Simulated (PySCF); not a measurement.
# Nb¹⁹⁺, Mo²⁰⁺: ionisation energies with spin-orbit coupling

Each state of these ions is computed at each level; their differences give the ionisation energy. How far do the methods differ?

Method: two-component X2C-1e, generalised determinants. Code: PySCF 2.14.0.

### 1 Starting point

```
Elements                                  : niobium (Z = 41), molybdenum (Z = 42)
Basis                                     : one for each species, given in its step
Hamiltonian                               : two-component X2C-1e, Gaussian nucleus, no Breit or QED terms; spin-orbit coupling, run by run: off; screened by Boettger's factors
Core shells frozen in the correlated runs : [Ne] (for Nb¹⁹⁺)
State 1                                   : Nb¹⁹⁺: [Ar] 3d4; 3d3/2 filled at m_j = -3/2, -1/2, +1/2, +3/2
State 2                                   : Mo²⁰⁺: [Ar] 3d4; 3d3/2 filled at m_j = -3/2, -1/2, +1/2, +3/2
Needed too, but not shown                 : Nb²⁰⁺ [Ar] 3d3 (4F), Mo²¹⁺ [Ar] 3d3 (4F)
Methods                                   : GHF, GMP2
```

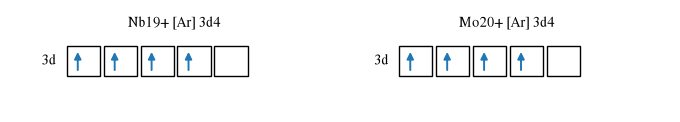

Occupation of the outer shells (arrows by Hund's rule).

All steps ran in one process of a driver on top of PySCF, which takes the settings above as its task.

It was started by

```
> OMP_NUM_THREADS=1 python sorun2.py TASK.json OUT
```

The integrals over 121 functions and the set-up took 0.67 s of CPU time.

### 2 Nb¹⁹⁺: the ladder of methods

Basis: an even-tempered Gaussian basis (17 s from 2.1 bohr⁻², ratio 2.8; 12 p from 2.7 bohr⁻², ratio 2.8; 8 d from 2.7 bohr⁻², ratio 2.8; 4 f from 9.6 bohr⁻², ratio 3).

**GHF (spin-free)**

Log:

```text
cycle= 1 E= -3625.1724749907  delta_E= -3.63e+03  |FDS-SDF|= 0.121
cycle= 2 E= -3625.1988673585  delta_E= -0.0264  |FDS-SDF|= 0.0114
cycle= 3 E= -3625.1992667324  delta_E= -0.000399  |FDS-SDF|= 0.00224
cycle= 4 E= -3625.1992745273  delta_E= -7.79e-06  |FDS-SDF|= 0.000176
cycle= 5 E= -3625.1992746561  delta_E= -1.29e-07  |FDS-SDF|= 1.82e-05
cycle= 6 E= -3625.1992746573  delta_E= -1.18e-09  |FDS-SDF|= 1.18e-06
```

It took 4.7 s on 1 thread of Intel Xeon 6975P-C, shared host, the integrals not counted.

Occupied spinors (without spin-orbit coupling the j labels only name the start):

```tsv
spinor shell	electrons	mean energy (eV)	weight of the nominal j	rms radius (bohr)
1s1/2	2	-19758.9	1.000	0.0415
2s1/2	2	-3405.5	1.000	0.170
2p1/2	2	-3109.6	0.667	0.151
2p3/2	4	-3106.5	0.833	0.151
3s1/2	2	-1058.0	1.000	0.442
3p1/2	2	-957.36	0.667	0.440
3p3/2	4	-953.04	0.833	0.441
3d3/2	4	-820.84	0.500	0.405
```

M_J = 0, ⟨J²⟩ = 4.002, ⟨L²⟩ = 6.002, ⟨S²⟩ = 6.001.

**GMP2 (spin-free)**

The driver printed no log here.

Time after the integrals: 1.9 s (1 thread of Intel Xeon 6975P-C, shared host).

With 12 electrons correlated and 76 very high virtual spinors dropped, the MP2 correlation energy is -0.39924 hartree. Largest pairs: 3d3/2-3p3/2 -0.1142, 3p3/2-3p3/2 -0.0647, 3p1/2-3p3/2 -0.0530, 3d3/2-3p1/2 -0.0528, 3d3/2-3d3/2 -0.0394.

**GHF (screened spin-orbit)**

Log:

```text
cycle= 1 E= -3625.6302899461  delta_E= -3.63e+03  |FDS-SDF|= 0.179
cycle= 2 E= -3625.6692686218  delta_E= -0.039  |FDS-SDF|= 0.0246
cycle= 3 E= -3625.6766431089  delta_E= -0.00737  |FDS-SDF|= 0.0181
cycle= 4 E= -3625.6828992777  delta_E= -0.00626  |FDS-SDF|= 0.0148
cycle= 5 E= -3625.6947057377  delta_E= -0.0118  |FDS-SDF|= 0.00719
cycle= 6 E= -3625.6974251325  delta_E= -0.00272  |FDS-SDF|= 0.00492
cycle= 7 E= -3625.6988740107  delta_E= -0.00145  |FDS-SDF|= 0.00285
cycle= 8 E= -3625.6994601096  delta_E= -0.000586  |FDS-SDF|= 0.000841
cycle= 9 E= -3625.6994746007  delta_E= -1.45e-05  |FDS-SDF|= 0.000649
cycle= 10 E= -3625.6994919453  delta_E= -1.73e-05  |FDS-SDF|= 0.000412
cycle= 11 E= -3625.6994999090  delta_E= -7.96e-06  |FDS-SDF|= 0.000166
cycle= 12 E= -3625.6995005459  delta_E= -6.37e-07  |FDS-SDF|= 0.000115
cycle= 13 E= -3625.6995010277  delta_E= -4.82e-07  |FDS-SDF|= 3.27e-05
cycle= 14 E= -3625.6995010600  delta_E= -3.23e-08  |FDS-SDF|= 2.85e-06
cycle= 15 E= -3625.6995010600  delta_E= -7.73e-12  |FDS-SDF|= 7.88e-07
```

It took 14 s on 1 thread of Intel Xeon 6975P-C, shared host, the integrals not counted.

Occupied spinors:

```tsv
spinor shell	electrons	mean energy (eV)	weight of the nominal j	rms radius (bohr)
1s1/2	2	-19757.7	1.000	0.0415
2s1/2	2	-3405.0	1.000	0.170
2p1/2	2	-3176.9	0.994	0.149
2p3/2	4	-3074.3	0.997	0.152
3s1/2	2	-1057.9	1.000	0.442
3p1/2	2	-977.71	0.834	0.434
3p3/2	4	-943.16	0.917	0.443
3d3/2	4	-821.07	0.654	0.404
```

M_J = 0, ⟨J²⟩ = 2.840, ⟨L²⟩ = 5.580, ⟨S²⟩ = 5.575. A second start ended at -3625.54673 hartree. Rows whose weight is well below 1 mix j = l ± 1/2: exchange competes with spin-orbit coupling there.

The determinant has a definite M_J but mixes levels of different J.

**GMP2 (screened spin-orbit)**

The driver printed no log here.

It took 0.43 s on 1 thread of Intel Xeon 6975P-C, shared host, the integrals not counted.

With 12 electrons correlated and 76 very high virtual spinors dropped, the MP2 correlation energy is -0.40369 hartree. Largest pairs: 3d3/2-3p3/2 -0.1426, 3p3/2-3p3/2 -0.0907, 3d3/2-3d3/2 -0.0420, 3p1/2-3p3/2 -0.0348, 3p3/2-3s1/2 -0.0254.

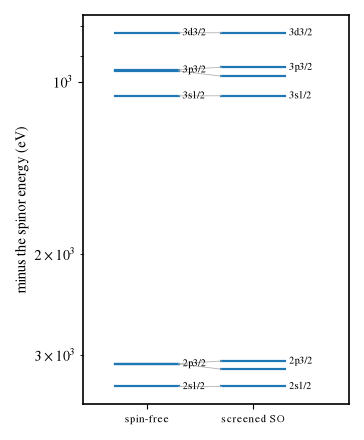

The highest 7 spinor levels of Nb¹⁹⁺ on a logarithmic scale, without and with spin-orbit coupling.

### 3 Mo²⁰⁺

Basis: an uncontracted even-tempered set (17 s from 2.3 bohr⁻², ratio 2.8; 12 p from 2.9 bohr⁻², ratio 2.8; 8 d from 2.9 bohr⁻², ratio 2.8; 3 f from 11 bohr⁻², ratio 3).

**GHF (spin-free)**

Log:

```text
cycle= 1 E= -3828.3725188317  delta_E= -3.83e+03  |FDS-SDF|= 0.129
cycle= 2 E= -3828.3988185902  delta_E= -0.0263  |FDS-SDF|= 0.0117
cycle= 3 E= -3828.3991911054  delta_E= -0.000373  |FDS-SDF|= 0.00222
cycle= 4 E= -3828.3991979637  delta_E= -6.86e-06  |FDS-SDF|= 0.000175
cycle= 5 E= -3828.3991980795  delta_E= -1.16e-07  |FDS-SDF|= 1.82e-05
cycle= 6 E= -3828.3991980806  delta_E= -1.07e-09  |FDS-SDF|= 1.12e-06
```

Time after the integrals: 3.6 s (1 thread of Intel Xeon 6975P-C, shared host).

Occupied spinors (without spin-orbit coupling the j labels only name the start):

```tsv
spinor shell	electrons	mean energy (eV)	weight of the nominal j	rms radius (bohr)
1s1/2	2	-20834.2	1.000	0.0404
2s1/2	2	-3630.7	1.000	0.165
2p1/2	2	-3319.8	0.667	0.147
2p3/2	4	-3316.5	0.833	0.147
3s1/2	2	-1143.3	1.000	0.428
3p1/2	2	-1037.5	0.667	0.425
3p3/2	4	-1033.0	0.833	0.426
3d3/2	4	-895.07	0.500	0.390
```

M_J = 0, ⟨J²⟩ = 4.002, ⟨L²⟩ = 6.002, ⟨S²⟩ = 6.001.

**GMP2 (spin-free)**

The driver printed no log here.

It took 1.2 s on 1 thread of Intel Xeon 6975P-C, shared host, the integrals not counted.

With 12 electrons correlated and 76 very high virtual spinors dropped, the MP2 correlation energy is -0.39986 hartree. Largest pairs: 3d3/2-3p3/2 -0.1138, 3p3/2-3p3/2 -0.0655, 3p1/2-3p3/2 -0.0536, 3d3/2-3p1/2 -0.0526, 3d3/2-3d3/2 -0.0394.

**GHF (screened spin-orbit)**

Log:

```text
cycle= 1 E= -3828.9058551786  delta_E= -3.83e+03  |FDS-SDF|= 0.2
cycle= 2 E= -3828.9476337545  delta_E= -0.0418  |FDS-SDF|= 0.0282
cycle= 3 E= -3828.9568102728  delta_E= -0.00918  |FDS-SDF|= 0.0213
cycle= 4 E= -3828.9652692050  delta_E= -0.00846  |FDS-SDF|= 0.0172
cycle= 5 E= -3828.9801967029  delta_E= -0.0149  |FDS-SDF|= 0.00836
cycle= 6 E= -3828.9833998449  delta_E= -0.0032  |FDS-SDF|= 0.00593
cycle= 7 E= -3828.9852134735  delta_E= -0.00181  |FDS-SDF|= 0.00363
cycle= 8 E= -3828.9861434262  delta_E= -0.00093  |FDS-SDF|= 0.00102
cycle= 9 E= -3828.9861578986  delta_E= -1.45e-05  |FDS-SDF|= 0.000798
cycle= 10 E= -3828.9861795168  delta_E= -2.16e-05  |FDS-SDF|= 0.000545
cycle= 11 E= -3828.9861929002  delta_E= -1.34e-05  |FDS-SDF|= 0.000186
cycle= 12 E= -3828.9861937427  delta_E= -8.43e-07  |FDS-SDF|= 0.000125
cycle= 13 E= -3828.9861942736  delta_E= -5.31e-07  |FDS-SDF|= 1.93e-05
cycle= 14 E= -3828.9861942771  delta_E= -3.52e-09  |FDS-SDF|= 5.13e-06
```

Time after the integrals: 10 s (1 thread of Intel Xeon 6975P-C, shared host).

Occupied spinors:

```tsv
spinor shell	electrons	mean energy (eV)	weight of the nominal j	rms radius (bohr)
1s1/2	2	-20832.9	1.000	0.0404
2s1/2	2	-3630.1	1.000	0.166
2p1/2	2	-3394.8	0.995	0.144
2p3/2	4	-3280.8	0.998	0.148
3s1/2	2	-1143.1	1.000	0.428
3p1/2	2	-1059.5	0.854	0.420
3p3/2	4	-1022.3	0.927	0.429
3d3/2	4	-895.32	0.673	0.390
```

M_J = 0, ⟨J²⟩ = 2.681, ⟨L²⟩ = 5.473, ⟨S²⟩ = 5.469. A second start ended at -3828.84664 hartree. Rows whose weight is well below 1 mix j = l ± 1/2: exchange competes with spin-orbit coupling there.

The determinant has a definite M_J but mixes levels of different J.

**GMP2 (screened spin-orbit)**

No log was kept for this step.

Time after the integrals: 0.34 s (1 thread of Intel Xeon 6975P-C, shared host).

With 12 electrons correlated and 76 very high virtual spinors dropped, the MP2 correlation energy is -0.40560 hartree. Largest pairs: 3d3/2-3p3/2 -0.1408, 3p3/2-3p3/2 -0.0930, 3d3/2-3d3/2 -0.0426, 3p1/2-3p3/2 -0.0344, 3p3/2-3s1/2 -0.0254.

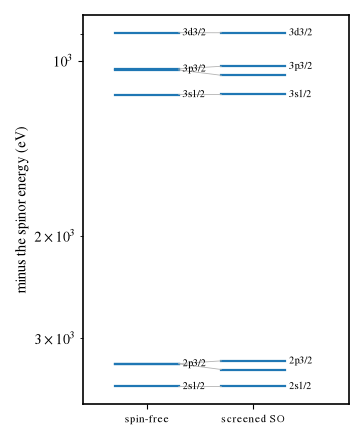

The highest 7 spinor levels of Mo²⁰⁺ on a logarithmic scale, without and with spin-orbit coupling.

### 4 The energy differences

Ionisation energy: Nb¹⁹⁺ [Ar] 3d4 [3d3/2^4, M_J = 0] → Nb²⁰⁺ [Ar] 3d3 [3d3/2^3, M_J = 3/2].

```tsv
method	value (eV)	less the reference (eV)
GHF (spin-free)	816.60	+0.60
GMP2 (spin-free)	817.01	+1.01
GHF (screened spin-orbit)	815.91	-0.09
GMP2 (screened spin-orbit)	816.34	+0.34
```

Reference: 816 ± 4 eV (theoretical estimate listed by NIST; NIST Atomic Spectra Database, ionization energies). For this ion Breit and QED terms and the two-electron picture change, all absent here, are large against electron correlation. The spin-free rows have the spin-orbit operator switched off. The determinant of Nb19+ mixes levels of different J (the jj label is only the starting occupation), so the difference between spin-free and spin-orbit rows is not the physical spin-orbit shift.

Ionisation energy: Mo²⁰⁺ [Ar] 3d4 [3d3/2^4, M_J = 0] → Mo²¹⁺ [Ar] 3d3 [3d3/2^3, M_J = 3/2].

```tsv
method	value (eV)	less the reference (eV)
GHF (spin-free)	890.75	+0.75
GMP2 (spin-free)	891.13	+1.13
GHF (screened spin-orbit)	890.00	-0.00
GMP2 (screened spin-orbit)	890.41	+0.41
```

Reference: 890 ± 4 eV (theoretical estimate listed by NIST; NIST Atomic Spectra Database, ionization energies). For this ion Breit and QED terms and the two-electron picture change, all absent here, are large against electron correlation. The spin-free rows have the spin-orbit operator switched off. The determinant of Mo20+ mixes levels of different J (the jj label is only the starting occupation), so the difference between spin-free and spin-orbit rows is not the physical spin-orbit shift.

The differences also use runs on Nb²⁰⁺ [Ar] 3d3 (4F), Mo²¹⁺ [Ar] 3d3 (4F), which are not shown here.

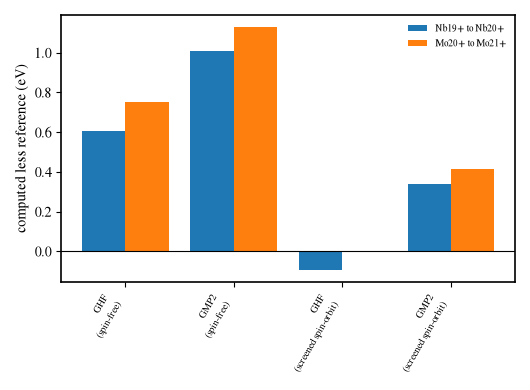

Computed less reference values by method, where the reference is not like for like or is itself uncertain.

### 5 Summary of results

```
                quantity                                                                            value
ionisation energy, Nb¹⁹⁺  GHF (spin-free) 816.60, GMP2 (screened spin-orbit) 816.34 eV; reference 816 ± 4
ionisation energy, Mo²⁰⁺  GHF (spin-free) 890.75, GMP2 (screened spin-orbit) 890.41 eV; reference 890 ± 4
```

In words: For the first difference the methods span 1.103 eV, from GHF (screened spin-orbit) (815.91) to GMP2 (spin-free) (817.01). The reference is uncertain or not like for like (spin-orbit coupling or other relativistic terms), so no ranking of close methods is drawn. All values hold for this basis alone; no basis-set limit was taken.
